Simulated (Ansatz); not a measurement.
# A hypothetical structure for BaMn3

This structure for BaMn3 is made up. Its elements were placed in a known structure type with a cell scaled to their sizes. What cell does the guess relax to, and how far off was it?

Program: Ansatz 0.2.0. Level of theory: DFT, PBEsol, plane-wave PAW, files of the set soft_1, scalar-relativistic, ferromagnetic start, cell and ions relaxed at zero pressure; PAW set soft_1, in the first sound run; inputs show where later runs differ. Results are calculated unless marked as measured.

**1. The starting structure**

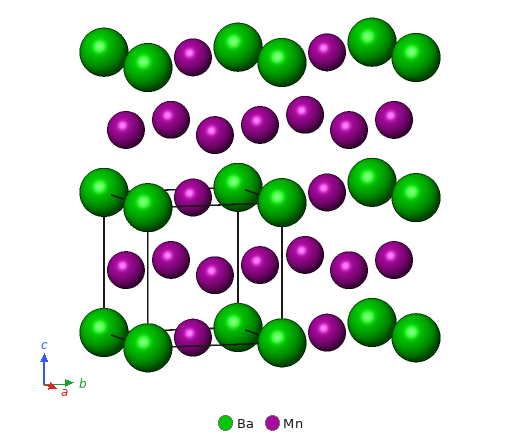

The starting structure, seen slightly off an axis (barium green, manganese purple). 1×2×2 cells are drawn. Some periodic images of atoms are drawn too.

**2. Relaxing cell and atoms**

The guessed cell has no reason to be at equilibrium. It is relaxed with the atoms, within the space group of the guess.

The input, input.yaml:

```yaml
crystal:
  lattice:
    - [4.454, 0.0, 0.0]
    - [0.0, 4.454, 0.0]
    - [0.0, 0.0, 4.454]
  atoms:
    - { symbol: Ba, position: [0.0, 0.0, 0.0] }
    - { symbol: Mn, position: [0.5, 0.5, 0.0], spin: 4.0 }
    - { symbol: Mn, position: [0.5, 0.0, 0.5], spin: 4.0 }
    - { symbol: Mn, position: [0.0, 0.5, 0.5], spin: 4.0 }
magnetization:
  spin_polarized: true
kpoints:
  mp_grid: { grid: [6, 6, 6] }
scf:
  occupations: { method: fermi_dirac, width: 0.05 }
hamiltonian:
  xc: pbesol
  pseudopotentials: { kind: paw, azcp: { folder: soft_1 }, xc_functional: pbe }
relax:
  f_tol: 0.015
  max_steps: 70
  cell: {}
output:
  forces: true
  stress: true
```

Launch:

```sh
ansatz run input.yaml --threads 4 --pin off --max-ram 8192MiB --backend cpu --events-out ev --progress --plain --runs-dir out
```

Numbers of over 12 decimals in the logs are rounded to 6 here.

What it wrote:

```text
Engine: ansatz 0.2.0, x86_64-unknown-linux-gnu
Pseudopotentials: kind: paw
Pseudopotential: Ba, paw, valence charge 10, recommended cutoff 420 eV (normal), soft_1/Ba.paw.azcp
Pseudopotential: Mn, paw, valence charge 15, recommended cutoff 420 eV (normal), soft_1/Mn.paw.azcp
Functional definition: PBEsol
  exchange = pbesol_x
  correlation = pbesol_c
Crystal: 4 atoms, lattice volume = 88.359 Å³
Basis set: ecut = 420 eV, 1743 PW (Γ), exchange–correlation on 60×60×60 points (8 copies of the dense FFT grid, shifted against one another)
Bands: 41, of which v1, the nominal top of the filled ones, is band 28 counted from 1 (27 counted from 0)
Symmetry: 48 space group operations
Space group: Pm-3m (ITA 221), of the structure as read, at distance tolerance 4.5e-5 Å
Magnetic group: BNS 221.92 (UNI 1594), of the structure as read, at distance tolerance 4.5e-5 Å
k-points: 20 of 216
Non-local potential: Ba, projectors of the file, l = 0: 3, l = 1: 2, l = 2: 2, l = 3: 2
Non-local potential: Mn, projectors of the file, l = 0: 3, l = 1: 2, l = 2: 3, l = 3: 1
PAW form: soft (Blöchl's): semilocal exchange-correlation on the pseudo side does not see the compensation charge
PAW frozen core: Ba, regenerated for the run's functional, and the local potential with it (the file was generated under x = pbe(κ = 0.804, μ = 0.219515), c = pbe(β = 0.066725))
PAW frozen core: Mn, regenerated for the run's functional, and the local potential with it (the file was generated under x = pbe(κ = 0.804, μ = 0.219515), c = pbe(β = 0.066725))
PAW one-centre angular grid: Ba, 194 points (default); XC on 64 Gauss nodes
PAW one-centre angular grid: Mn, 590 points (default); XC on 64 Gauss nodes
Initial density: superposition of atomic densities (chi_scale 0.1, normalization cell, long waves kept (reshape's long-wave potential 0.00 eV rms))
Starting moments: Σ|m| = 12 μB on 3 of 4 sites
Initial wavefunctions: pseudopotential atomic-orbital guess
Functional: x = pbesol(κ = 0.804, μ = 0.123457), c = pbesol(β = 0.046)
SCF iter   1: F=—  HF=-17464.717279 eV  |F-HF|=—  |Δ(HF+E_count)|=         —  Δρ=3.87e-2 (↑3.87e-2 ↓2.26e-2)  dr2=4.64e0  dr2_m=1.31e-1  M=10.856 μB ∫|m|=11.466 μB  β_m=0.30  ethr=3.10e-3  ⟨swp⟩=10.3  Hψ=7928  notcnv=0
Mixer restart at iter 1: flushing history
preconditioner: auto → Kerker (q_TF=auto, 2.521 Å⁻¹)  [metal: Δε(μ)=0.042 eV  Ē_g=7.198 eV  σ=0.050 eV  W_gap=0.21  n_scr=26 (ndim 8)  ℏωp=21.3 eV  f_vac=0.000  D(μ)=3.90/eV (n_scr^D=32)]
spin=Collinear: Kerker preconditioning applied to the charge; magnetization (m = ρ↑ − ρ↓) channel mixes plain (no charge-response kernel on spin).
SCF iter   2: F=—  HF=-17463.604962 eV  |F-HF|=—  |Δ(HF+E_count)|=    1.11e0  Δρ=1.16e-2 (↑1.11e-2 ↓1.16e-2)  dr2=1.00e0  dr2_m=3.07e-2  M=10.792 μB ∫|m|=11.484 μB  β_m=0.35  ethr=3.10e-3  ⟨swp⟩=2.4  Hψ=2806  notcnv=0  defer=103
SCF iter   3: F=—  HF=-17463.680971 eV  |F-HF|=—  |Δ(HF+E_count)|=   7.60e-2  Δρ=9.57e-3 (↑9.57e-3 ↓8.72e-3)  dr2=2.81e-1  dr2_m=1.49e-2  M=10.672 μB ∫|m|=11.411 μB  β_m=0.68  ethr=1.82e-3  ⟨swp⟩=2.1  Hψ=2087  notcnv=0  defer=103
SCF iter   4: F=—  HF=-17464.240577 eV  |F-HF|=—  |Δ(HF+E_count)|=         —  Δρ=7.70e-3 (↑5.11e-3 ↓7.70e-3)  dr2=1.16e-1  dr2_m=2.90e-3  M=10.538 μB ∫|m|=11.229 μB  β_m=0.68  ethr=5.10e-4  ⟨swp⟩=2.6  Hψ=2864  notcnv=0  defer=108
Mixer restart at iter 4: flushing history
SCF iter   5: F=—  HF=-17464.319483 eV  |F-HF|=—  |Δ(HF+E_count)|=   7.89e-2  Δρ=3.28e-3 (↑3.28e-3 ↓3.17e-3)  dr2=5.73e-3  dr2_m=6.50e-3  M=10.512 μB ∫|m|=11.172 μB  β_m=0.74  ethr=2.11e-4  ⟨swp⟩=3.0  Hψ=2967  notcnv=0  defer=110
SCF iter   6: F=—  HF=-17464.315821 eV  |F-HF|=—  |Δ(HF+E_count)|=   3.66e-3  Δρ=2.73e-3 (↑1.83e-3 ↓2.73e-3)  dr2=1.98e-2  dr2_m=2.33e-4  M=10.510 μB ∫|m|=11.167 μB  β_m=0.78  ethr=1.04e-5  ⟨swp⟩=2.0  Hψ=3277  notcnv=0  defer=113
SCF iter   7: F=—  HF=-17464.314008 eV  |F-HF|=—  |Δ(HF+E_count)|=   1.81e-3  Δρ=1.41e-3 (↑1.41e-3 ↓7.26e-4)  dr2=2.24e-3  dr2_m=1.09e-4  M=10.506 μB ∫|m|=11.144 μB  β_m=0.89  ethr=1.04e-5  ⟨swp⟩=2.0  Hψ=3160  notcnv=0  defer=113
SCF iter   8: F=—  HF=-17464.315483 eV  |F-HF|=—  |Δ(HF+E_count)|=   1.48e-3  Δρ=3.88e-4 (↑3.88e-4 ↓1.63e-4)  dr2=1.26e-4  dr2_m=1.49e-5  M=10.508 μB ∫|m|=11.150 μB  β_m=0.94  ethr=4.08e-6  ⟨swp⟩=2.0  Hψ=2379  notcnv=0  defer=113
SCF iter   9: F=—  HF=-17464.315515 eV  |F-HF|=—  |Δ(HF+E_count)|=   3.15e-5  Δρ=3.99e-5 (↑3.99e-5 ↓2.80e-5)  dr2=3.22e-6  dr2_m=1.81e-7  M=10.509 μB ∫|m|=11.151 μB  β_m=0.97  ethr=2.30e-7  ⟨swp⟩=2.0  Hψ=2738  notcnv=0  defer=113
SCF iter  10: F=—  HF=-17464.315518 eV  |F-HF|=—  |Δ(HF+E_count)|=   3.45e-6  Δρ=1.05e-5 (↑1.02e-5 ↓1.05e-5)  dr2=2.62e-7  dr2_m=7.29e-10  M=10.509 μB ∫|m|=11.151 μB  β_m=0.99  ethr=5.85e-9  ⟨swp⟩=2.0  Hψ=2107  notcnv=0  defer=113
SCF iter  11: F=—  HF=-17464.315518 eV  |F-HF|=—  |Δ(HF+E_count)|=   5.23e-8  Δρ=2.57e-6 (↑1.71e-6 ↓2.57e-6)  dr2=1.48e-8  dr2_m=3.38e-10  M=10.509 μB ∫|m|=11.151 μB  β_m=0.99  ethr=4.77e-10  ⟨swp⟩=2.1  Hψ=2051  notcnv=0  defer=113
SCF iter  12: F=-17464.315518 eV  HF=-17464.315518 eV  |F-HF|=8.40e-10  |Δ(HF+E_count)|=  7.71e-10  Δρ=4.50e-7 (↑4.43e-7 ↓4.50e-7)  dr2=1.07e-9  dr2_m=4.30e-12  M=10.509 μB ∫|m|=11.151 μB  ethr=2.69e-11  ⟨swp⟩=1.9  Hψ=4073  notcnv=0
SCF 1 converged in 12 iterations: F = -17464.315518 eV  dr2 = 1.07e-9
  greatest PAW one-centre occupation: 1.000 electrons in one spin orbital (limit 2), on the Mn atom at site 2 (counted from 0), in its partial waves of l = 0
relax step   1: F+E_penalty+E_count = -17464.31551829 eV  Δ(F+E_penalty+E_count) = +0.000e0 eV  max|allowed force component| = 7.267e-29 eV/Å  Δτ_max = 0.0000 Å  P = -6.641 GPa  Ω = 88.359 Å³  (12 SCF iters, dr2 threshold 1.00e-7 eV, accepted)
Crystal: 4 atoms, lattice volume = 76.056 Å³
Basis set: ecut = 420 eV, 1503 PW (Γ), exchange–correlation on 60×60×60 points (8 copies of the dense FFT grid, shifted against one another)
Initial density: handed on by an earlier stage of this run
Starting moments: Σ|m| = 12 μB on 3 of 4 sites; this step starts from the density that it was given
Initial wavefunctions: those handed on with the density
iter 1 solved again at ethr=2.41e-4 eV; its pass at ethr=3.10e-3 eV (dr2=1.33e-1 eV) is discarded
SCF iter   1: F=—  HF=-17464.681189 eV  |F-HF|=—  |Δ(HF+E_count)|=         —  Δρ=1.85e-2 (↑1.85e-2 ↓6.83e-3)  dr2=1.35e-1  dr2_m=1.00e-1  M=10.450 μB ∫|m|=10.761 μB  β_m=0.30  ethr=2.41e-4  ⟨swp⟩=1.4  Hψ=8698  notcnv=0
[...]
SCF iter   3: F=—  HF=-17464.646854 eV  |F-HF|=—  |Δ(HF+E_count)|=   1.72e-4  Δρ=6.18e-4 (↑6.18e-4 ↓5.90e-4)  dr2=3.00e-5  dr2_m=2.41e-4  M=10.443 μB ∫|m|=10.717 μB  β_m=0.51  ethr=5.18e-6  ⟨swp⟩=2.4  Hψ=2784  notcnv=0
SCF iter   4: F=—  HF=-17464.647318 eV  |F-HF|=—  |Δ(HF+E_count)|=   4.65e-4  Δρ=2.92e-4 (↑7.44e-5 ↓2.92e-4)  dr2=5.13e-5  dr2_m=2.16e-5  M=10.443 μB ∫|m|=10.715 μB  β_m=0.75  ethr=5.45e-8  ⟨swp⟩=2.1  Hψ=2555  notcnv=0
SCF iter   5: F=—  HF=-17464.647621 eV  |F-HF|=—  |Δ(HF+E_count)|=   3.03e-4  Δρ=9.31e-5 (↑4.77e-5 ↓9.31e-5)  dr2=1.70e-5  dr2_m=9.10e-7  M=10.443 μB ∫|m|=10.713 μB  β_m=0.72  ethr=5.45e-8  ⟨swp⟩=2.6  Hψ=2982  notcnv=0
SCF iter   6: F=—  HF=-17464.647641 eV  |F-HF|=—  |Δ(HF+E_count)|=   2.03e-5  Δρ=2.14e-5 (↑2.14e-5 ↓1.72e-5)  dr2=3.35e-7  dr2_m=2.15e-7  M=10.443 μB ∫|m|=10.712 μB  β_m=0.73  ethr=3.09e-8  ⟨swp⟩=2.0  Hψ=2430  notcnv=0
SCF iter   7: F=-17464.647642 eV  HF=-17464.647642 eV  |F-HF|=6.33e-8  |Δ(HF+E_count)|=   1.11e-6  Δρ=1.11e-5 (↑4.57e-6 ↓1.11e-5)  dr2=1.08e-7  dr2_m=2.98e-8  M=10.443 μB ∫|m|=10.712 μB  ethr=6.10e-10  ⟨swp⟩=2.1  Hψ=5074  notcnv=0
SCF 3 converged in 7 iterations: F = -17464.647642 eV  dr2 = 1.08e-7
  greatest PAW one-centre occupation: 1.000 electrons in one spin orbital (limit 2), on the Mn atom at site 3 (counted from 0), in its partial waves of l = 0
relax step   3: F+E_penalty+E_count = -17464.64764234 eV  Δ(F+E_penalty+E_count) = -3.798e-3 eV  max|allowed force component| = 1.028e-28 eV/Å  Δτ_max = 0.0000 Å  P = +0.319 GPa  Ω = 74.449 Å³  energy of the carried Pulay correction = +6.482e-3 eV  (7 SCF iters, dr2 threshold 4.00e-7 eV, accepted)
[...]
relax step   4: F+E_penalty+E_count = -17464.64783963 eV  Δ(F+E_penalty+E_count) = -1.973e-4 eV  max|allowed force component| = 1.578e-29 eV/Å  Δτ_max = 0.0000 Å  P = +0.001 GPa  Ω = 74.853 Å³  energy of the carried Pulay correction = +6.278e-3 eV  (7 SCF iters, dr2 threshold 2.54e-7 eV, accepted)
Initial wavefunctions: pseudopotential atomic-orbital guess (no wavefunctions were taken with the density)
iter 1 solved again at ethr=1.10e-6 eV; its pass at ethr=3.10e-3 eV (dr2=6.05e-4 eV) is discarded
SCF iter   1: F=—  HF=-17464.640341 eV  |F-HF|=—  |Δ(HF+E_count)|=         —  Δρ=1.79e-4 (↑1.65e-4 ↓1.79e-4)  dr2=4.76e-5  dr2_m=2.66e-7  M=10.444 μB ∫|m|=10.723 μB  β_m=0.65  ethr=1.10e-6  ⟨swp⟩=2.7  Hψ=11366  notcnv=0
preconditioner: auto → none  [metal: Δε(μ)=0.011 eV  Ē_g=7.496 eV  σ=0.050 eV  W_gap=0.05  n_scr=6 (ndim 8)  ℏωp=23.1 eV  f_vac=0.000  D(μ)=3.87/eV (n_scr^D=32)]
SCF iter   2: F=—  HF=-17464.640325 eV  |F-HF|=—  |Δ(HF+E_count)|=   1.52e-5  Δρ=1.09e-4 (↑1.09e-4 ↓6.74e-5)  dr2=1.52e-5  dr2_m=7.70e-7  M=10.444 μB ∫|m|=10.723 μB  β_m=0.46  ethr=8.65e-8  ⟨swp⟩=2.0  Hψ=2080  notcnv=0
SCF iter   3: F=—  HF=-17464.640341 eV  |F-HF|=—  |Δ(HF+E_count)|=   1.59e-5  Δρ=5.40e-5 (↑5.40e-5 ↓3.78e-5)  dr2=2.04e-6  dr2_m=1.82e-7  M=10.444 μB ∫|m|=10.723 μB  β_m=0.46  ethr=2.76e-8  ⟨swp⟩=2.0  Hψ=2633  notcnv=0
SCF iter   4: F=—  HF=-17464.640345 eV  |F-HF|=—  |Δ(HF+E_count)|=   3.88e-6  Δρ=2.11e-5 (↑1.90e-5 ↓2.11e-5)  dr2=2.05e-7  dr2_m=5.47e-8  M=10.444 μB ∫|m|=10.723 μB  β_m=0.63  ethr=3.71e-9  ⟨swp⟩=1.2  Hψ=1660  notcnv=0
SCF iter   5: F=—  HF=-17464.640350 eV  |F-HF|=—  |Δ(HF+E_count)|=   4.86e-6  Δρ=1.67e-5 (↑9.19e-6 ↓1.67e-5)  dr2=3.98e-7  dr2_m=5.36e-8  M=10.444 μB ∫|m|=10.723 μB  β_m=0.78  ethr=3.73e-10  ⟨swp⟩=2.0  Hψ=2751  notcnv=0
SCF iter   6: F=—  HF=-17464.640354 eV  |F-HF|=—  |Δ(HF+E_count)|=   3.71e-6  Δρ=6.92e-6 (↑6.92e-6 ↓2.95e-6)  dr2=1.03e-8  dr2_m=1.40e-8  M=10.444 μB ∫|m|=10.722 μB  β_m=0.87  ethr=3.73e-10  ⟨swp⟩=2.8  Hψ=2861  notcnv=0
SCF iter   7: F=—  HF=-17464.640354 eV  |F-HF|=—  |Δ(HF+E_count)|=   9.29e-8  Δρ=2.65e-6 (↑2.65e-6 ↓7.10e-7)  dr2=7.00e-9  dr2_m=7.21e-10  M=10.444 μB ∫|m|=10.722 μB  β_m=0.81  ethr=1.86e-11  ⟨swp⟩=2.4  Hψ=2786  notcnv=0
SCF iter   8: F=—  HF=-17464.640354 eV  |F-HF|=—  |Δ(HF+E_count)|=   2.95e-9  Δρ=6.82e-7 (↑6.82e-7 ↓3.95e-7)  dr2=8.79e-10  dr2_m=1.58e-11  M=10.444 μB ∫|m|=10.722 μB  β_m=0.87  ethr=1.27e-11  ⟨swp⟩=1.4  Hψ=1677  notcnv=0
SCF iter   9: F=—  HF=-17464.640354 eV  |F-HF|=—  |Δ(HF+E_count)|=   1.31e-8  Δρ=6.43e-8 (↑6.43e-8 ↓2.80e-8)  dr2=4.95e-12  dr2_m=4.46e-13  M=10.444 μB ∫|m|=10.722 μB  β_m=0.93  ethr=1.60e-12  ⟨swp⟩=2.4  Hψ=2608  notcnv=0
SCF iter  10: F=-17464.640354 eV  HF=-17464.640354 eV  |F-HF|=3.64e-12  |Δ(HF+E_count)|=  3.64e-12  Δρ=1.71e-8 (↑1.68e-8 ↓1.71e-8)  dr2=8.66e-13  dr2_m=3.81e-15  M=10.444 μB ∫|m|=10.722 μB  ethr=1.00e-12  ⟨swp⟩=2.9  Hψ=4727  notcnv=0
SCF 5 converged in 10 iterations: F = -17464.640354 eV  dr2 = 8.66e-13
  greatest PAW one-centre occupation: 1.000 electrons in one spin orbital (limit 2), on the Mn atom at site 1 (counted from 0), in its partial waves of l = 0
relax step   5: F+E_penalty+E_count = -17464.64035384 eV  Δ(F+E_penalty+E_count) = +7.486e-3 eV  max|allowed force component| = 3.652e-29 eV/Å  Δτ_max = 0.0000 Å  P = +0.035 GPa  Ω = 74.853 Å³  stress off target by 3.50e-2 GPa  SCF on the basis re-selected at this cell (its energy is not comparable with the rows above)  (10 SCF iters)
basis re-selected at this cell: Δ(F+E_penalty+E_count) = +7.486e-3 eV, ΔP = +0.034 GPa vs the last step (what re-selecting the basis moved, of the pressure what is left beyond the Pulay correction that the steps carried, after the strain that the cell walked since its last selection, with what the two solves' SCF thresholds leave and, on support functions, any second-order correction that the steps lacked; it is no m [...]
SCF converged after 10 iterations
Magnetization: 10.4436 μB (32.7218 up, 22.2782 down)
Absolute magnetization: 10.7238 μB (∫|ρ↑−ρ↓|, with the PAW one-centre terms)
Spin contamination: 0.2788 ħ² per cell (⟨S²⟩ above its minimum at these occupations)
Per-site moments (μB) at R_I (Å): [(-0.00911102, 1.229263), (3.456817, 1.229263), (3.456817, 1.229263), (3.456817, 1.229263)]
Free energy (F): -17464.640354 eV
Harris-Foulkes:  -17464.640354 eV  (|F-HF|=3.64e-12)
Internal energy: -17464.609475 eV  (E = F + TS)
E sigma→0 (E₀):  -17464.624914 eV
Entropy (-TS):   -0.030879 eV (-7.720 meV/atom)
Fermi energy:    13.409402 eV
--- Per-component energies (eV) ---
  E_band       = -753.142776
  E_kinetic    = 1111.456344
  E_local      = -7373.971238  (includes V_loc(G=0)·N_el)
  E_nonlocal   = 1494.075902
  E_hartree    = 2830.740542
  E_xc         = -517.477303
  E_vxc        = -540.373153  (∫ρ·V_xc dr)
  E_paw        = -9014.381460  (= ΣΔE_a)
  E_vpaw       = -1105.811912  (= ΣTr[D̂ρ^β])
  E_aug_tail   = 0.000290  (compensation charges beyond the density's cutoff)
  E_ewald      = -5995.712941
  E_core_change = 0.660389  (= ΣΔE_core)
  E_smearing   = -0.030879  (= −TS)
  E_closure    = -0.000000  (closes the sum)
  Σ components = -17464.640354   (vs F -17464.640354, Δ=0.00e0)
--- Forces (eV/Å), atoms counted from 1 ---
  atom   1  Ba    -0.00000000     0.00000000    -0.00000000
  atom   2  Mn     0.00000000     0.00000000     0.00000000
  atom   3  Mn     0.00000000    -0.00000000     0.00000000
  atom   4  Mn     0.00000000    -0.00000000    -0.00000000
  max |Σ_I F_I| component: 7.27e-29 eV/Å
--- Stress (GPa, compression-positive) ---
        0.035040       0.000000      -0.000000
        0.000000       0.035040      -0.000000
       -0.000000      -0.000000       0.035040
  P = ⅓ Tr σ = 0.0350 GPa (0.350 kbar)
--- Relaxed structure (4 steps of the walk, 4 accepted, 1 SCFs on fresh bases) ---
  F+E_penalty+E_count = -17464.64035384 eV   max|allowed force component| = 3.652e-29 eV/Å   (the final SCF, on the basis selected at the relaxed cell)
  cell:  # Å, volume = 74.8528 Å³
    - [4.214402, 0, 0]
    - [0, 4.214402, 0.0]
    - [0, 0.0, 4.214402]
  atoms:
    - { symbol: Ba, position: [0, 0, 0] }
    - { symbol: Mn, position: [0.5, 0.5, 0] }
    - { symbol: Mn, position: [0.5, 0, 0.5] }
    - { symbol: Mn, position: [0, 0.5, 0.5] }
```

It took 7.1 s on 4 threads of Intel Xeon 6975P-C (Granite Rapids), shared host; peak memory 0.58 GiB.

Relaxation path:

```tsv
step	energy less that of the first step (eV)	largest force component (eV/Å)	pressure (GPa)	volume (Å³)
1	0.0000	0.0000	-6.64	88.36
2	-0.3283	0.0000	-0.89	76.06
3	-0.3321	0.0000	0.32	74.45
4	-0.3323	0.0000	0.00	74.85
5*	-0.3248	0.0000	0.04	74.85
```

Relaxation steps marked * repeat the geometry before them on a plane-wave basis chosen anew for their cell, so energy and pressure can jump there.

The run keeps the 48 symmetry operations that it works with, so distortions that break them were not tested.

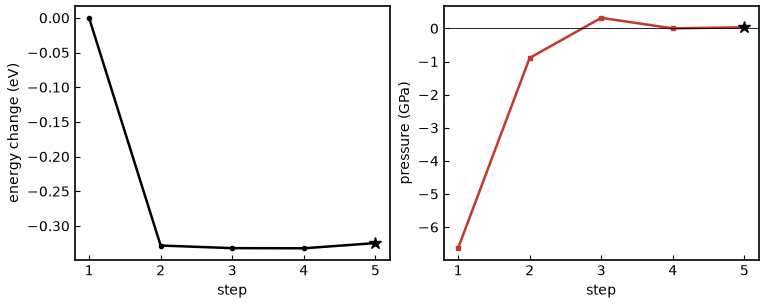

Energy and pressure along the relaxation. Stars mark steps on a basis chosen anew.

```tsv
conventional cell, symmetrised	before	after	change
a (Å)	4.454	4.214	-5.4 %
b (Å)	4.454	4.214	-5.4 %
c (Å)	4.454	4.214	-5.4 %
volume (Å³/atom)	22.09	18.71	-15.3 %
```

Final coordinates:

```xyz
4
Lattice="4.2144 0.0000 0.0000 0.0000 4.2144 0.0000 0.0000 0.0000 4.2144" Properties=species:S:1:pos:R:3 pbc="T T T"
Ba    0.0000    0.0000    0.0000
Mn    2.1072    2.1072    0.0000
Mn    2.1072    0.0000    2.1072
Mn    0.0000    2.1072    2.1072
```

Numbers from this step:

- free energy: -17464.6404 eV
- energy at zero smearing: -17464.6249 eV
- smearing term TS: 0.03088 eV
- Fermi energy: 13.41 eV
- magnetization: 10.44 μB
- absolute magnetization: 10.72 μB
- site moments: -0.009111, 3.457, 3.457, 3.457 μB
- electrons: 55
- symmetry operations: 48
- pressure: 0.03504 GPa

Site moment by atom:

```tsv
atom	site moment (μB)
Ba1	-0.01
Mn2	3.46
Mn3	3.46
Mn4	3.46
```

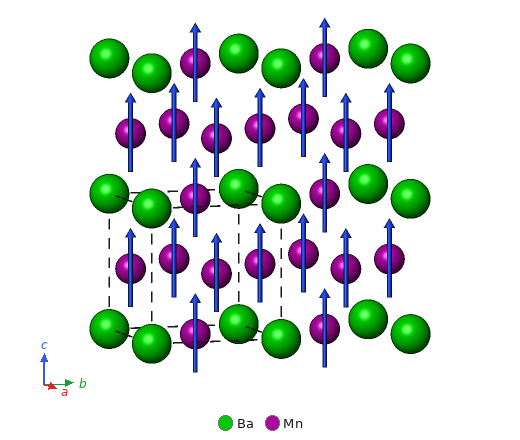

Site moment as arrows, the longest 3.46 μB. Up and down stand for the sign. Arrows give size and sign along the axis of quantisation, drawn up and down the page. 1×2×2 cells are drawn. Some periodic images of atoms are drawn too.

The shortest distance of each pair, which need not be the same contact before and after:

```tsv
pair	guess (Å)	relaxed (Å)
Ba–Mn	3.149	2.980
Mn–Mn	3.149	2.980
Ba–Ba	4.454	4.214
```

The relaxation ends with a pressure of 0.04 GPa.

(Continued in part 2 of 2.)

[Logs are printed without paths, hosts, clocks, repeated set-up lines and the standing remarks that a program may print on its own settings, such as how far it seeks lower states.]

[Hosts, paths, dates, database ids (printed as entryN), source tags and the programs' standing remarks are cut or masked in the printed files.]
